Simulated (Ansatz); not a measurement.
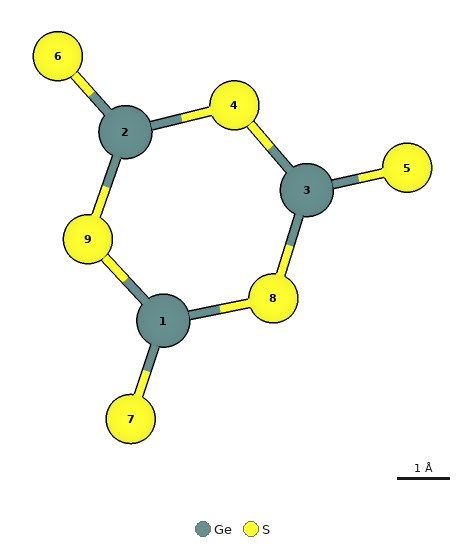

The structure as given in the input (ball-and-stick view, seen at a tilt; atoms are numbered from 1 in the order of the input). Sticks mark near contacts. Bond lengths as drawn: Ge–S 2.02 to 2.21 Å.

## Single-point calculation, with input and output: Ge3S6

The run: single-point calculation of Ge3S6. Method and program: RKS PBE0-D4/def2-TZVP (Ansatz 0.2.0).

The geometry comes from this level: r2SCAN-D4/def2-SVP.

Log:
```
Functional definition: PBE0
  name "PBE0"
  cite "Adamo & Barone, J. Chem. Phys. 110, 6158 (1999) doi:10.1063/1.478522"
  cite "Perdew, Burke & Ernzerhof, Phys. Rev. Lett. 77, 3865 (1996) doi:10.1103/PhysRevLett.77.3865"
  parent pbe
  parameter a = 0.25
  parameter kappa = 0.804
  parameter beta = 0.06672455060314922
  exchange = (1 - a)*pbe_x(kappa = kappa, mu = beta*pi^2/3) + a*exact_x
  correlation = pbe_c(beta = beta)
these checks for a lower state are left out or cut short: starts
2829 factors; their error is unknown
mean field evaluation 1: about -234450.4191 eV, gradient 3.2e2 eV
mean field evaluation 2: about -234486.8601 eV, gradient 4.7e1 eV
mean field evaluation 4: about -234526.5923 eV, gradient 1.8e1 eV
mean field evaluation 8: about -234530.8736 eV, gradient 2.4e-1 eV
mean field -234530.87365301 eV, -8618.8506360125 hartree, gradient 5.7e-5 eV, S^2 0.000000; 0 other end points of the search recorded, 0 dependent functions left out
reference -234530.87368677 eV, -8618.8506372531 hartree; 96, 96 occupied and 270, 270 virtual orbitals, 2829 factors
Total energy: -234531.52312327 eV, -8618.8745036041 hartree
Checks for a lower state left out: starts
```

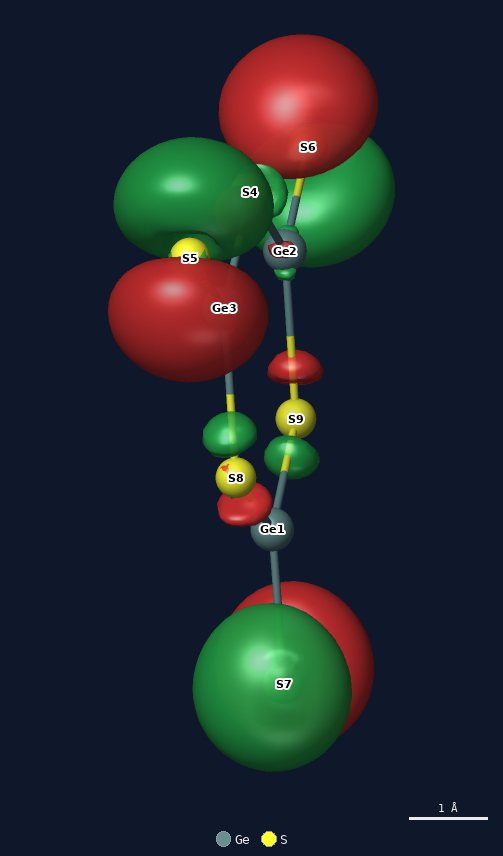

One frontier orbital at ±0.1 Å⁻³ᐟ² (green and red are the two phases), seen at an oblique angle. The HOMO, at −7.51 eV.

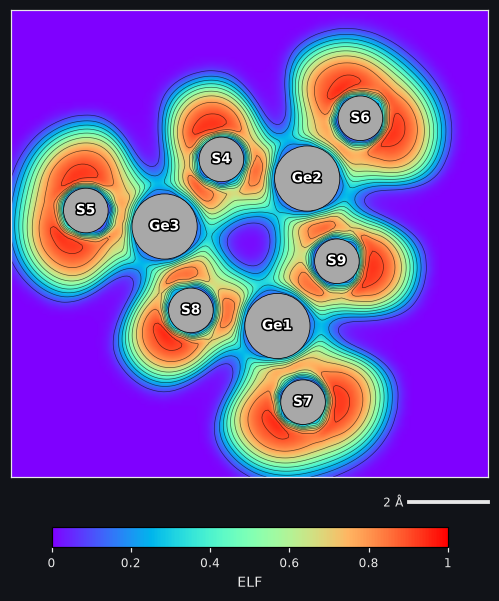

Electron localisation function on the molecular plane. Grey discs, where drawn, cover atomic cores. Ge–S (2.02 Å): the ELF peaks at about 0.75 in the valence shell of S, 0.9 Å from its nucleus, and is about 0.65 at the midpoint. Ge–S (2.21 Å): the ELF peaks at about 0.85 in the valence shell of S, 0.9 Å from its nucleus, and is about 0.75 at the midpoint.

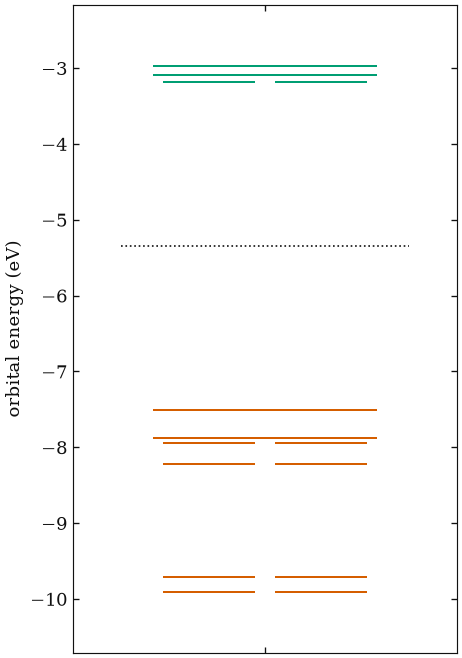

Orbital energies near the frontier; the dotted line parts filled from empty levels, and levels within 0.02 eV of each other stand side by side. Highest filled −7.51 eV, lowest empty −3.19 eV, 4.32 eV apart.

This output came from the following input.

Input:
```yaml
crystal:
  periodic: [false, false, false]
  atoms:
    - {symbol: Ge, position_ang: [-0.766681, -2.044708, 0.132893]}
    - {symbol: Ge, position_ang: [2.157541, 0.357175, -0.072345]}
    - {symbol: Ge, position_ang: [-1.391183, 1.687675, -0.060781]}
    - {symbol: S, position_ang: [0.785135, 2.094341, -0.115444]}
    - {symbol: S, position_ang: [-2.676846, 3.249653, -0.128102]}
    - {symbol: S, position_ang: [4.153642, 0.686388, -0.138572]}
    - {symbol: S, position_ang: [-1.475309, -3.936345, 0.262236]}
    - {symbol: S, position_ang: [-2.209355, -0.365174, 0.079948]}
    - {symbol: S, position_ang: [1.423056, -1.728994, 0.040166]}
basis:
  gaussian: {orbitals: def2-TZVP, initial_orbitals: start.molden}
hamiltonian: {xc: pbe0, dispersion: d4}
scf: {omitted_lower_state_checks: [starts]}
output: {orbitals: {seedname: orbitals}}
```

Launch command:
```bash
ansatz run in.yaml --threads 4 --pin off --events-out ev --progress --plain --max-ram 6963MiB
```

Summary:

| quantity | value |
| --- | --- |
| outcome | converged |
| total energy | −234531.5231 eV |
| mean-field energy | −234530.8737 eV |
| dispersion energy | −0.6494 eV |
| SCF solution under orbital rotations | stable |
| HOMO | −7.51 eV |
| LUMO | −3.19 eV |
| hardware | 4 threads of Arm Neoverse V1, 23 GiB of memory available, shared host |
| wall time | 43 s (CPU time 2.8 min) |
| peak memory | 2.7 GiB |
